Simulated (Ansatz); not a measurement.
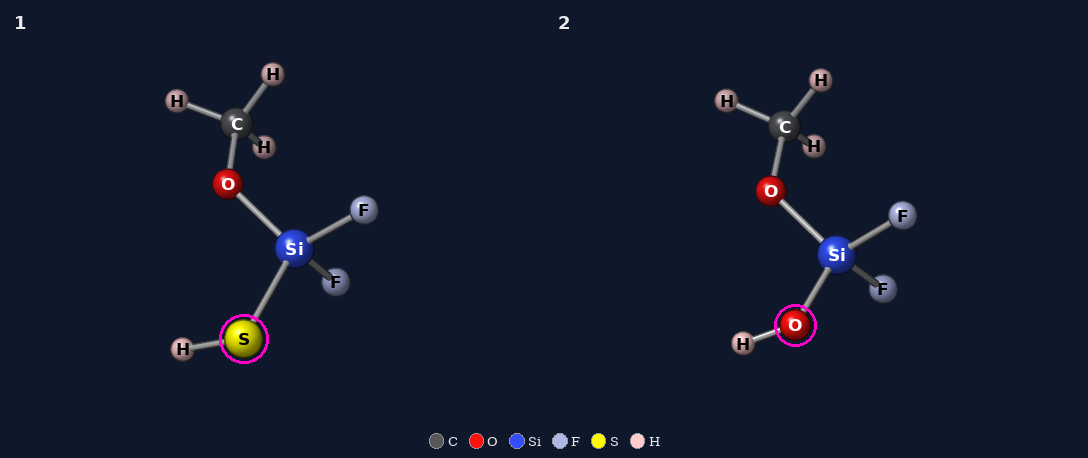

2 molecules with one skeleton, seen from the same side and at one scale; the atom that differs is circled. Each species is neutral and a spin singlet. Computed geometries: PBE0-D4/def2-TZVP optimisations, one conformation each. Properties computed with Ansatz 0.2.0.

One atom differs, called X below: S in panel 1, O in panel 2. Their formulas are CH4F2OSSi (`CO[Si](F)(F)S`), CH4F2O2Si (`CO[Si](O)(F)F`).

Question: In which is the angle Si–X–H larger (PBE0-D4/def2-TZVP)?

Answer: In panel 2 (X = O).

Question: In which is the dipole moment larger (PBE0-D4/def2-TZVP)?

Answer: In panel 2 (X = O).

Give the values. With PBE0-D4/def2-TZVP: length of X–H (Å), length of X–Si (Å), angle Si–X–H (°), dipole moment (D), harmonic zero-point energy (kJ/mol). With ωB97M-V/def2-QZVPP: HOMO energy (Kohn–Sham orbital) (eV), HOMO–LUMO gap (eV).

| quantity | 1 (S) | 2 (O) | 2 − 1 |
| --- | --- | --- | --- |
| length of X–H (Å) | 1.344 | 0.958 | −0.386 |
| length of X–Si (Å) | 2.095 | 1.610 | −0.485 |
| angle Si–X–H (°) | 92.3 | 118.5 | +26.2 |
| dipole moment (D) | 2.28 | 2.64 | +0.36 |
| harmonic zero-point energy (kJ/mol) | 155.0 | 166.9 | +11.9 |
| HOMO energy (Kohn–Sham orbital) (eV) | −10.35 | −11.56 | −1.21 |
| HOMO–LUMO gap (eV) | 11.78 | 13.03 | +1.25 |
